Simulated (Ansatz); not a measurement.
## Run report: GaNH₆O₃, frequency calculation

GaNH₆O₃, computed with RKS PBE-D4/def2-SVP (Ansatz 0.2.0).

It belongs to a series of runs on one base structure; here: vibrations at the highest image of the band. Figures and captions count atoms from 1; the log counts them from 0 in places.

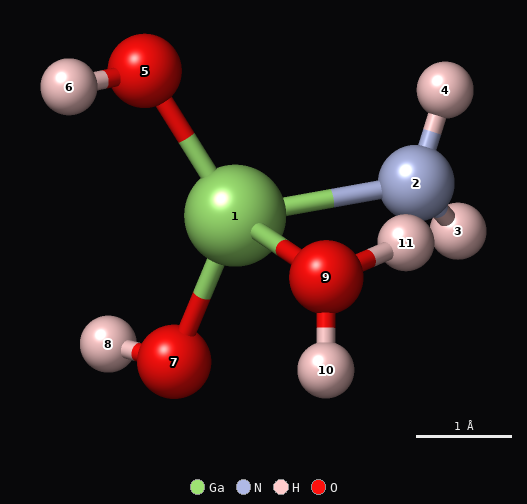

Fig. 1: The structure as given in the input (ball-and-stick view, seen on its broad side; atoms are numbered from 1 in the order of the input). Sticks mark near contacts. Bond lengths as drawn: Ga–N 1.96 Å, Ga–O 1.81 to 2.02 Å, H–N 1.03 Å and H–O 0.97 to 1.18 Å.

## Input file
```yaml
crystal:
  periodic: [false, false, false]
  atoms:
    - { symbol: Ga, position_ang: [-0.078462, 0.045728, 0.237269] }
    - { symbol: "N", position_ang: [-0.061757, 0.195166, 2.195373] }
    - { symbol: H, position_ang: [-0.85923, -0.203184, 2.703976] }
    - { symbol: H, position_ang: [0.802965, -0.070165, 2.681286] }
    - { symbol: O, position_ang: [1.502185, -0.535401, -0.432572] }
    - { symbol: H, position_ang: [1.620942, -0.234636, -1.351539] }
    - { symbol: O, position_ang: [-1.711068, -0.281164, -0.494826] }
    - { symbol: H, position_ang: [-1.721934, -1.136962, -0.95974] }
    - { symbol: O, position_ang: [-0.144736, 2.030863, 0.625409] }
    - { symbol: H, position_ang: [-1.022792, 2.406583, 0.419493] }
    - { symbol: H, position_ang: [-0.165315, 1.484774, 1.672068] }
basis:
  gaussian: { orbitals: def2-SVP }
hamiltonian:
  xc: pbe
  dispersion: d4
phonons: {}
```

Command:
```bash
ansatz run input.yaml --threads 4 --pin off --max-ram 5120MiB --backend cpu --events-out ev --progress --plain --runs-dir out
```

## Log
```
Engine: ansatz 0.2.0, x86_64-unknown-linux-gnu
Functional definition: PBE
  parameter kappa = 0.804
  parameter beta = 0.06672455060314922
  exchange = pbe_x(kappa = kappa, mu = beta*pi^2/3)
  correlation = pbe_c(beta = beta)
1304 factors; their error is unknown
mean field evaluation 1: about -60059.1478 eV, gradient 1.1e2 eV
mean field evaluation 2: about -59987.1941 eV, gradient 2.1e2 eV
mean field evaluation 4: about -60079.7294 eV, gradient 2.0e1 eV
mean field evaluation 8: about -60080.5047 eV, gradient 3.5e-1 eV
mean field evaluation 16: about -60080.4491 eV, gradient 6.1e-4 eV
mean field -60080.44912582 eV, -2207.9157813827 hartree, gradient 4.8e-5 eV, S^2 0.000000; 0 other end points of the search recorded, 0 dependent functions left out
the calculation of the forces begins
reference -60080.44916824 eV, -2207.9157829416 hartree; 34, 34 occupied and 84, 84 virtual orbitals, 1304 factors
these checks for a lower state are left out or cut short: stability, starts, cluster_reference, orbital_swaps, neighbouring_geometries, increment
1304 factors; their error is unknown
mean field -60080.44900399 eV, -2207.9157769058 hartree, gradient 1.4e-6 eV, S^2 0.000000; 0 other end points of the search recorded, 0 dependent functions left out
[... from here on the field's lines of each further geometry are left out, up to the last ...]
the calculation of the forces begins
reference -60080.44915886 eV, -2207.9157825969 hartree; 34, 34 occupied and 84, 84 virtual orbitals, 1304 factors
these checks for a lower state are left out or cut short: stability, starts, cluster_reference, orbital_swaps, neighbouring_geometries, increment
1304 factors; their error is unknown
mean field evaluation 416: about -60080.4491 eV, gradient 1.0e-6 eV
mean field -60080.44909085 eV, -2207.9157800977 hartree, gradient 1.0e-6 eV, S^2 0.000000; 0 other end points of the search recorded, 0 dependent functions left out
the calculation of the forces begins
reference -60080.44913327 eV, -2207.9157816566 hartree; 34, 34 occupied and 84, 84 virtual orbitals, 1304 factors
WARN: phonons: modes at or below zero, which the zero-point energy, F, S and C_V leave out: 1, the lowest at -701.22 cm⁻¹. A minimum has none, and a first-order saddle one
Total energy: -60080.65686857 eV, -2207.9234157881 hartree
Atom 0 at    -0.078462     0.045728     0.237269 Å, force    -0.004098     0.002283    -0.005625 eV/Å
Atom 1 at    -0.061757     0.195166     2.195373 Å, force     0.004541    -0.000488    -0.006697 eV/Å
Atom 2 at    -0.859230    -0.203184     2.703976 Å, force    -0.004422    -0.001432     0.001322 eV/Å
Atom 3 at     0.802965    -0.070165     2.681286 Å, force     0.008500    -0.004123     0.003971 eV/Å
Atom 4 at     1.502185    -0.535401    -0.432572 Å, force     0.003140    -0.006240     0.014497 eV/Å
Atom 5 at     1.620942    -0.234636    -1.351539 Å, force    -0.002691     0.005201    -0.009742 eV/Å
Atom 6 at    -1.711068    -0.281164    -0.494826 Å, force    -0.001189    -0.004837     0.001230 eV/Å
Atom 7 at    -1.721934    -1.136962    -0.959740 Å, force    -0.000925     0.002187    -0.000629 eV/Å
Atom 8 at    -0.144736     2.030863     0.625409 Å, force     0.008796     0.006028    -0.007065 eV/Å
Atom 9 at    -1.022792     2.406583     0.419493 Å, force     0.004585    -0.006875     0.004185 eV/Å
Atom 10 at    -0.165315     1.484774     1.672068 Å, force    -0.016237     0.008297     0.004553 eV/Å
Dipole moment:    -0.219800    -0.037201     0.192355 e Å
Vibrations: -701.22 105.73 142.35 172.79 174.76 198.57 263.15 359.17 382.93 544.23 562.96 635.36 673.72 677.47 717.20 735.23 772.15 806.17 828.67 1467.57 1530.73 1772.19 3445.30 3544.28 3708.77 3744.19 3746.30 cm⁻¹, zero-point energy 1.965889 eV
```

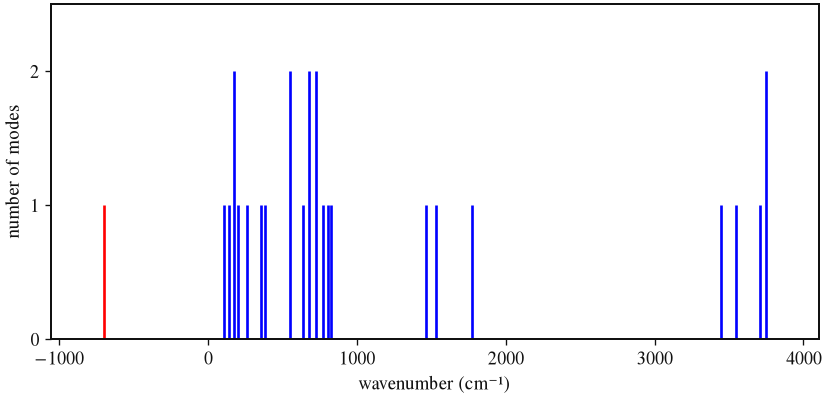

Fig. 2: Harmonic vibrational wavenumbers from the force constants; neighbouring modes closer than 20 cm⁻¹ are counted in one stick, and imaginary ones are drawn at negative wavenumbers. 27 modes from 701i to 3746 cm⁻¹, 1 imaginary beyond 8i (701i cm⁻¹): a first-order saddle point, if the geometry is stationary.

## Key numbers

```tsv
quantity	value
outcome	converged
total energy	−60080.6569 eV
mean-field energy	−60080.4492 eV
largest force (length of the vector)	0.019 eV/Å
hardware	4 threads of Intel Xeon @ 3.00GHz (Skylake/Cascade Lake), 12 GiB of memory available, shared host
wall time	45 s (CPU time 2.7 min)
peak memory	0.19 GiB
```
